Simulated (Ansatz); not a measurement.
# ClGaH3NO: what the fields show

Input file:

```
crystal:
  periodic: [false, false, false]
  atoms:
    - {symbol: Cl, position_ang: [-2.095563, -2.854694, 1.411558]}
    - {symbol: Ga, position_ang: [-0.532684, -1.477598, 0.852070]}
    - {symbol: N, position_ang: [-1.055386, 0.390383, 1.538290]}
    - {symbol: O, position_ang: [-1.178420, 0.104414, 0.114895]}
    - {symbol: H, position_ang: [0.962141, -1.845841, 0.836250]}
    - {symbol: H, position_ang: [-1.986054, 0.602281, 1.911176]}
    - {symbol: H, position_ang: [-0.456991, 1.212546, 1.658470]}
basis:
  gaussian:
    orbitals: def2-TZVPD
hamiltonian:
  xc: {name: PBE0}
output: {forces: true, orbitals: {seedname: orbitals}}
```

Run with:

```sh
ansatz run input.yaml --threads 2 --pin off --max-ram 4350MiB --events-out events.jsonl --progress --plain --runs-dir runs
```

Geometry: r2SCAN-D4/def2-SVP.

All numbers below come from Ansatz, isolated molecule in a Gaussian basis; Kohn-Sham density functional theory, functional PBE0.

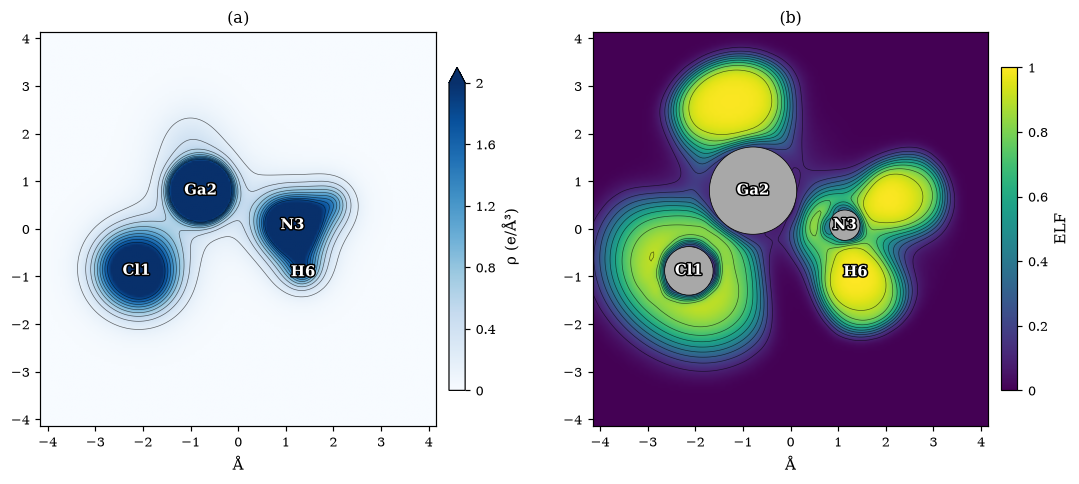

Figure 1. (a) electron density; (b) electron localisation function on the plane of atoms Cl1, Ga2 and N3. Grey discs cover the atomic cores in the ELF map.

> Interpret the plot.

- Atoms in the plane: Cl, Ga, N and H.
- Ga–N (2.06 Å): the density is about 0.51 e/Å³ at the midpoint; the ELF peaks at about 0.85 in the valence shell of N, 0.6 Å from its nucleus, and is about 0.20 at the midpoint.
- Ga–Cl (2.16 Å): ρ is about 0.71 e/Å³ halfway; the ELF peaks at about 0.85 in the valence shell of Cl, 0.8 Å from its nucleus, and is about 0.60 at the midpoint.
- N–H (1.02 Å): ρ is about 2.9 e/Å³ halfway; the ELF climbs to about 1 towards the hydrogen, as it does in any bond to H (an ordinary covalent bond to hydrogen).
- The ELF also peaks beside Cl1, away from the bonds: lone-pair regions.

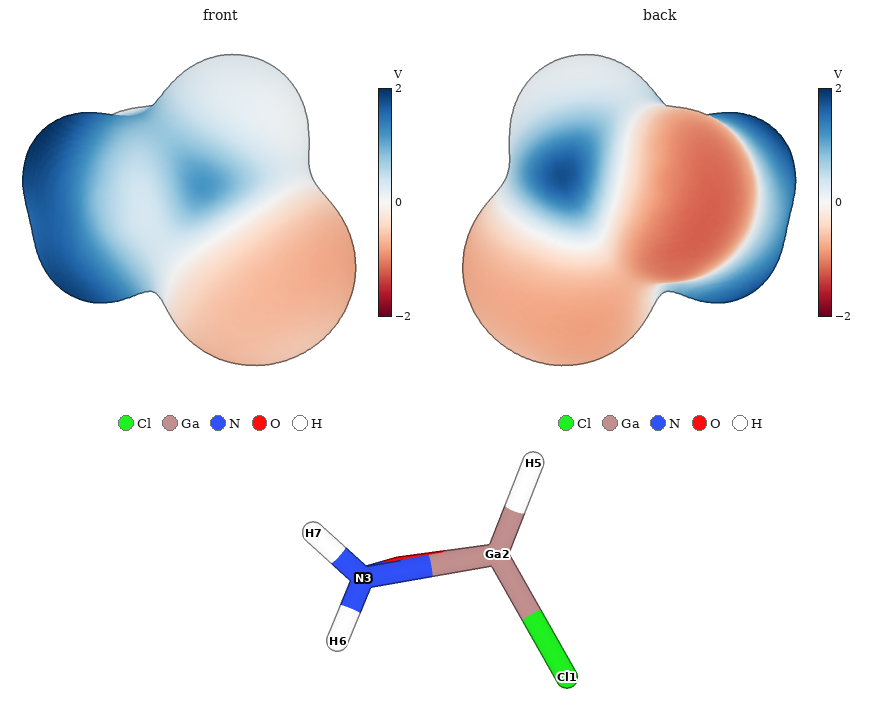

Figure 2. The electrostatic potential painted on the density surface at 0.001 e/bohr³, seen from the front and from behind; red is negative and blue positive. The bare structure is drawn below in the same view.

> Where is the surface potential most negative and most positive?

The most negative region (about −1.2 V) lies over O4, the most positive (about +2.0 V) over H7. O4 is the likeliest acceptor of a hydrogen bond.

> How polar is the molecule by this calculation?

Its dipole moment is 3.24 D.

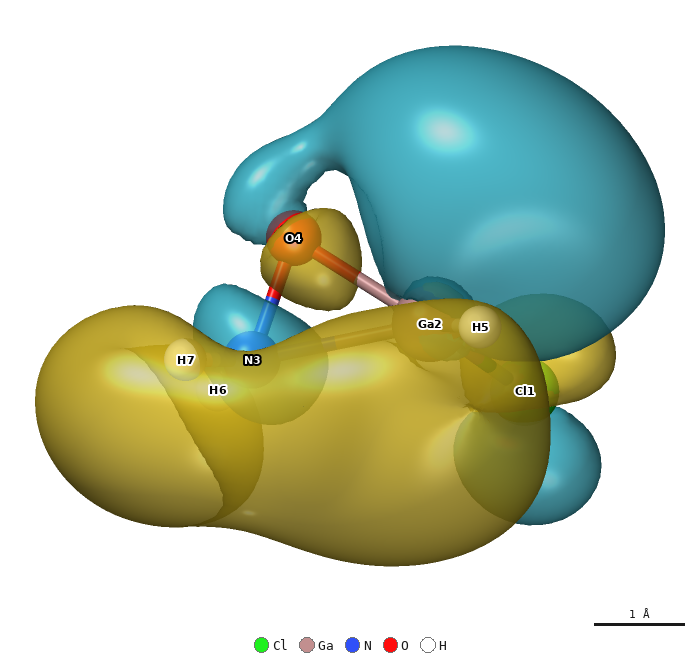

Figure 3. The LUMO at ±0.06 Å⁻³ᐟ² (yellow and cyan are the two phases), seen from one side.

> What is the character of this orbital?

By Hirshfeld shares it lies mainly on Ga2 (about 55 %), H7 (about 10 %), Cl1 (about 10 %), H5 (about 5 %), O4 (about 5 %) and N3 (about 5 %). Its energy is −0.61 eV.

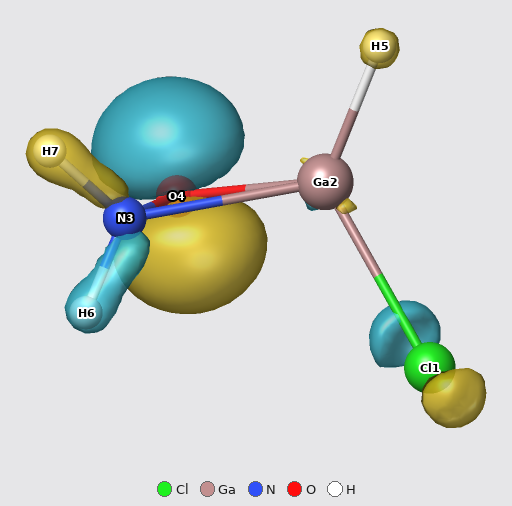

Figure 4. The HOMO−1 at ±0.2 Å⁻³ᐟ² (yellow and cyan are the two phases), seen across its widest extent.

> Describe this orbital and give its energy.

It lies mainly on O4 (about 70 %), Cl1 (about 10 %), Ga2 (about 5 %) and N3 (about 5 %); largely a lone pair of O4. Its energy is −8.35 eV.
